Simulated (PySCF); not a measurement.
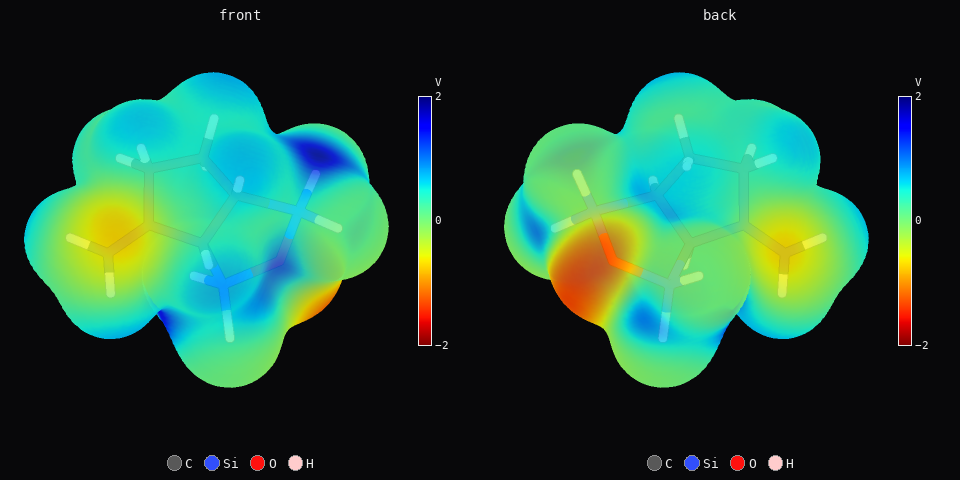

The picture shows: C6H12OSi2. The molecular electrostatic potential painted on the density surface at 0.002 e/bohr³, seen from the front and from behind; red is negative and blue positive.

Geometry: GFN2-xTB.

These are results of PySCF 2.14.0, PBE0/pcSseg-1, SCF density, gas phase, non-relativistic, not measurements.

```
atom    x (Å)    y (Å)    z (Å)
   C  -2.1246  -1.6893   0.1529
   C  -1.3393  -0.6255   0.1749
   C  -1.7436   0.7662  -0.2315
   C  -0.4180   1.5101  -0.3910
   C   0.4922   0.8790   0.6684
  Si   2.3518   1.0259   0.2664
   O   2.5274  -0.3794  -0.5603
  Si   1.3031  -1.4672  -0.6233
   C   0.0965  -0.6122   0.6008
   H  -1.7697  -2.6571   0.4648
   H  -3.1493  -1.6362  -0.1738
   H  -2.3346   1.2172   0.5718
   H  -2.3510   0.7738  -1.1370
   H  -0.0132   1.3184  -1.3880
   H  -0.5209   2.5879  -0.2643
   H   0.2178   1.2881   1.6456
   H   3.2116   0.9548   1.4434
   H   2.6834   2.0943  -0.6675
   H   1.8401  -2.7289  -0.1303
   H   0.8264  -1.5112  -2.0007
   H   0.2050  -1.0916   1.5782
```

Describe the electrostatic potential map.

Answer. The most negative region (about −1.4 V) lies over O7, the most positive (about +1.6 V) over Si6. O7 is the likeliest acceptor of a hydrogen bond.
